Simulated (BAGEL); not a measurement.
**One shape, several levels: C2H4BClN (SMILES C=CB([NH])Cl)**

Wanted: a comparison of 3 runs (UHF/STO-3G, UHF/3-21G, UHF/def2-SVP) of C2H4BClN. 

The results are computed with BAGEL 1.2.2.

### Step 1. The molecule

C2H4BClN: 9 atoms, total charge 0, spin state doublet. As SMILES, `C=CB([NH])Cl`. One bond was lengthened or shortened from a relaxed shape.

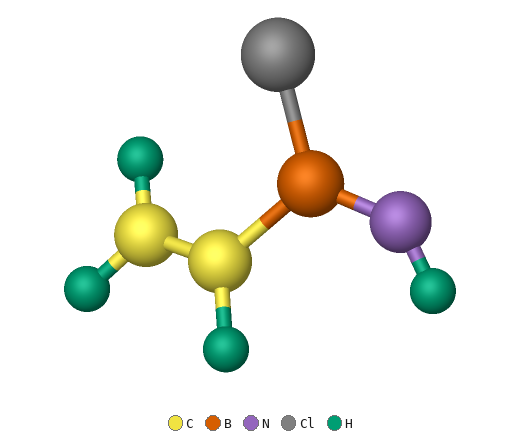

The structure, seen from a chosen angle (carbon yellow, boron orange, nitrogen purple, chlorine grey, hydrogen teal).

### Step 2. The energy at UHF/STO-3G (density fitting with qzvpp-jkfit) (run 1)

File hf.json:

```json
{ "bagel": [

{
  "title": "molecule",
  "basis": "sto-3g",
  "df_basis": "qzvpp-jkfit",
  "angstrom": true,
  "geometry": [
    { "atom": "C", "xyz": [      -0.499994,       0.956887,       1.184595 ] },
    { "atom": "C", "xyz": [      -0.105374,      -0.083543,       0.480645 ] },
    { "atom": "B", "xyz": [       0.550736,       0.046957,      -0.996405 ] },
    { "atom": "N", "xyz": [       0.408586,      -0.952273,      -1.846355 ] },
    { "atom": "Cl", "xyz": [       1.373926,       1.543117,      -1.303065 ] },
    { "atom": "H", "xyz": [      -0.403114,       1.970347,       0.832485 ] },
    { "atom": "H", "xyz": [      -0.937424,       0.832547,       2.165575 ] },
    { "atom": "H", "xyz": [      -0.239400,      -1.244170,       0.899940 ] },
    { "atom": "H", "xyz": [      -0.008054,      -1.858453,      -1.855045 ] }
  ]
},

{
  "title": "uhf",
  "nopen": 1
},

{
  "title": "print",
  "file": "orbitals.molden",
  "orbitals": true
}

]}
```

Command:

```
BAGEL_NUM_THREADS=1 BAGEL hf.json > hf.out
```

Standard output:

```text
* using 1 threads per process

  ===============================================================
  ===============================================================

  *** Geometry ***

  { "atom" : "C", "xyz" : [     -0.944852,      1.808254,      2.238560 ] },
  { "atom" : "C", "xyz" : [     -0.199128,     -0.157873,      0.908287 ] },
  { "atom" : "B", "xyz" : [      1.040740,      0.088736,     -1.882933 ] },
  { "atom" : "N", "xyz" : [      0.772116,     -1.799535,     -3.489105 ] },
  { "atom" : "Cl", "xyz" : [      2.596344,      2.916069,     -2.462436 ] },
  { "atom" : "H", "xyz" : [     -0.761775,      3.723416,      1.573169 ] },
  { "atom" : "H", "xyz" : [     -1.771475,      1.573286,      4.092344 ] },
  { "atom" : "H", "xyz" : [     -0.452400,     -2.351141,      1.700640 ] },
  { "atom" : "H", "xyz" : [     -0.015220,     -3.511967,     -3.505527 ] },

  Number of auxiliary basis functions:      502

  Since a DF basis is specified, we compute 2- and 3-index integrals:
    o Being stored without compression. Storage requirement is 0.004 GB

  Number of basis functions:       33
  Number of electrons      :       45

    * METHOD: MOLECULE                             0.20

  *** Open-shell HF ***

  === Nuclear Repulsion ===
   180.8861936401

      * DIIS with orbital gradients will be used.

  === UHF iteration (sto-3g) ===
      0       -609.62003175          0.03156212           0.05
      1       -609.73512764          0.02091976           0.05
      2       -609.77759766          0.00897051           0.05
      3       -609.78823476          0.00333905           0.05
      4       -609.79219491          0.00128667           0.05
      5       -609.79270254          0.00063633           0.05
[... 29 lines of this table left out ...]
     35       -609.79351572          0.00000003           0.05
     36       -609.79351572          0.00000001           0.05
    * SCF iteration converged.

    * S^2 (UHF) is 0.7743

    * Permanent dipole moment:
           (    0.568624,     1.161860,     0.025786) a.u.

    * METHOD: UHF                                  1.86

    * METHOD: PRINT                                0.00

  ===============================================================
```

It took 2.2 s on 1 thread of Arm Neoverse V1, shared host; peak memory 0.085 GiB.

### Step 3. A single-point energy at UHF/3-21G (density fitting with qzvpp-jkfit) (run 2)

File calc.json:

```json
{ "bagel" : [

{
  "title" : "molecule",
  "basis" : "3-21g",
  "df_basis" : "qzvpp-jkfit",
  "angstrom" : true,
  "geometry" : [
    { "atom" : "C", "xyz" : [   -0.499994,    0.956887,    1.184595 ] },
    { "atom" : "C", "xyz" : [   -0.105374,   -0.083543,    0.480645 ] },
    { "atom" : "B", "xyz" : [    0.550736,    0.046957,   -0.996405 ] },
    { "atom" : "N", "xyz" : [    0.408586,   -0.952273,   -1.846355 ] },
    { "atom" : "Cl", "xyz" : [    1.373926,    1.543117,   -1.303065 ] },
    { "atom" : "H", "xyz" : [   -0.403114,    1.970347,    0.832485 ] },
    { "atom" : "H", "xyz" : [   -0.937424,    0.832547,    2.165575 ] },
    { "atom" : "H", "xyz" : [   -0.239400,   -1.244170,    0.899940 ] },
    { "atom" : "H", "xyz" : [   -0.008054,   -1.858453,   -1.855045 ] }
  ]
},
{
  "title" : "uhf",
  "nopen" : 1
},
{
  "title" : "print",
  "file" : "orbitals.molden",
  "orbitals" : true
}

]}
```

Command:

```
BAGEL_NUM_THREADS=1 BAGEL calc.json > calc.out
```

Standard output:

```text
* using 1 threads per process

  ===============================================================
  ===============================================================

  *** Geometry ***

  { "atom" : "C", "xyz" : [     -0.944852,      1.808254,      2.238560 ] },
  { "atom" : "C", "xyz" : [     -0.199128,     -0.157873,      0.908287 ] },
  { "atom" : "B", "xyz" : [      1.040740,      0.088736,     -1.882933 ] },
  { "atom" : "N", "xyz" : [      0.772116,     -1.799535,     -3.489105 ] },
  { "atom" : "Cl", "xyz" : [      2.596344,      2.916069,     -2.462436 ] },
  { "atom" : "H", "xyz" : [     -0.761775,      3.723416,      1.573169 ] },
  { "atom" : "H", "xyz" : [     -1.771475,      1.573286,      4.092344 ] },
  { "atom" : "H", "xyz" : [     -0.452400,     -2.351141,      1.700640 ] },
  { "atom" : "H", "xyz" : [     -0.015220,     -3.511967,     -3.505527 ] },

  Number of auxiliary basis functions:      502

  Since a DF basis is specified, we compute 2- and 3-index integrals:
    o Being stored without compression. Storage requirement is 0.013 GB

  Number of basis functions:       57
  Number of electrons      :       45

    * METHOD: MOLECULE                             0.20

  *** Open-shell HF ***

  === Nuclear Repulsion ===
   180.8861936401

      * DIIS with orbital gradients will be used.

  === UHF iteration (3-21g) ===
      0       -613.37027888          0.04477549           0.09
      1       -613.49725988          0.03568665           0.09
      2       -613.55670558          0.02317436           0.09
      3       -613.59778802          0.00423128           0.09
      4       -613.60625955          0.00184779           0.09
      5       -613.60791958          0.00079293           0.09
[... 35 lines of this table left out ...]
     41       -613.60868998          0.00000001           0.09
     42       -613.60868998          0.00000001           0.09
    * SCF iteration converged.

    * S^2 (UHF) is 0.8361

    * Permanent dipole moment:
           (    0.678385,     1.167752,    -0.135809) a.u.

    * METHOD: UHF                                  3.86

    * METHOD: PRINT                                0.01

  ===============================================================
```

Run time: 4.2 s. Hardware: 1 thread of Arm Neoverse V1, shared host; peak memory 0.092 GiB.

### Step 4. The energy at UHF/def2-SVP (density fitting with qzvpp-jkfit) (run 3)

File input.json:

```json
{ "bagel": [

{
  "title": "molecule",
  "basis": "svp",
  "df_basis": "qzvpp-jkfit",
  "angstrom": true,
  "geometry": [
    { "atom": "C", "xyz": [   -0.499994,    0.956887,    1.184595 ] },
    { "atom": "C", "xyz": [   -0.105374,   -0.083543,    0.480645 ] },
    { "atom": "B", "xyz": [    0.550736,    0.046957,   -0.996405 ] },
    { "atom": "N", "xyz": [    0.408586,   -0.952273,   -1.846355 ] },
    { "atom": "Cl", "xyz": [    1.373926,    1.543117,   -1.303065 ] },
    { "atom": "H", "xyz": [   -0.403114,    1.970347,    0.832485 ] },
    { "atom": "H", "xyz": [   -0.937424,    0.832547,    2.165575 ] },
    { "atom": "H", "xyz": [   -0.239400,   -1.244170,    0.899940 ] },
    { "atom": "H", "xyz": [   -0.008054,   -1.858453,   -1.855045 ] }
  ]
},
{
  "title": "uhf",
  "nopen": 1
},
{
  "title": "print",
  "file": "orbitals.molden",
  "orbitals": true
}

]}
```

Command:

```
BAGEL_NUM_THREADS=1 BAGEL input.json > input.out
```

Standard output:

```text
* using 1 threads per process

  ===============================================================
  ===============================================================

  *** Geometry ***

  { "atom" : "C", "xyz" : [     -0.944852,      1.808254,      2.238560 ] },
  { "atom" : "C", "xyz" : [     -0.199128,     -0.157873,      0.908287 ] },
  { "atom" : "B", "xyz" : [      1.040740,      0.088736,     -1.882933 ] },
  { "atom" : "N", "xyz" : [      0.772116,     -1.799535,     -3.489105 ] },
  { "atom" : "Cl", "xyz" : [      2.596344,      2.916069,     -2.462436 ] },
  { "atom" : "H", "xyz" : [     -0.761775,      3.723416,      1.573169 ] },
  { "atom" : "H", "xyz" : [     -1.771475,      1.573286,      4.092344 ] },
  { "atom" : "H", "xyz" : [     -0.452400,     -2.351141,      1.700640 ] },
  { "atom" : "H", "xyz" : [     -0.015220,     -3.511967,     -3.505527 ] },

  Number of auxiliary basis functions:      502

  Since a DF basis is specified, we compute 2- and 3-index integrals:
    o Being stored without compression. Storage requirement is 0.035 GB

  Number of basis functions:       94
  Number of electrons      :       45

    * METHOD: MOLECULE                             0.27

  *** Open-shell HF ***

  === Nuclear Repulsion ===
   180.8861936401

      * DIIS with orbital gradients will be used.

  === UHF iteration (svp) ===
      0       -616.09431735          0.03380433           0.16
      1       -616.25563028          0.02895425           0.16
      2       -616.33285722          0.01890097           0.16
      3       -616.40498199          0.00399969           0.16
      4       -616.41640707          0.00215139           0.16
      5       -616.42174539          0.00096054           0.16
[... 46 lines of this table left out ...]
     52       -616.42304768          0.00000002           0.16
     53       -616.42304768          0.00000001           0.16
    * SCF iteration converged.

    * S^2 (UHF) is 0.7981

    * Permanent dipole moment:
           (    0.452716,     0.859947,    -0.015773) a.u.

    * METHOD: UHF                                  9.00

    * METHOD: PRINT                                0.02

  ===============================================================
```

Run time: 9.6 s. Hardware: 1 thread of Arm Neoverse V1, shared host; peak memory 0.14 GiB.

### Step 5. Overview of the runs

| run | level | energy (Eh) | dipole moment (D) | ⟨S²⟩ | wall time |
| --- | --- | --- | --- | --- | --- |
| 1 | UHF/STO-3G (density fitting with qzvpp-jkfit) | -609.793516 | 3.29 | 0.774 | 2.2 s |
| 2 | UHF/3-21G (density fitting with qzvpp-jkfit) | -613.608690 | 3.45 | 0.836 | 4.2 s |
| 3 | UHF/def2-SVP (density fitting with qzvpp-jkfit) | -616.423048 | 2.47 | 0.798 | 9.6 s |

### Step 6. Results

| quantity | value |
| --- | --- |
| run 3: total energy | -616.42305 Eh |
| run 3: dipole moment | 2.47 D |
| run 3: ⟨S²⟩ | 0.798 |

In words: The dipole moment (its size) runs from 2.47 D (UHF/def2-SVP) to 3.45 D (UHF/3-21G). In run 1 the basis is minimal, so the values are rough. All runs together took 16 s, the longest 9.6 s.
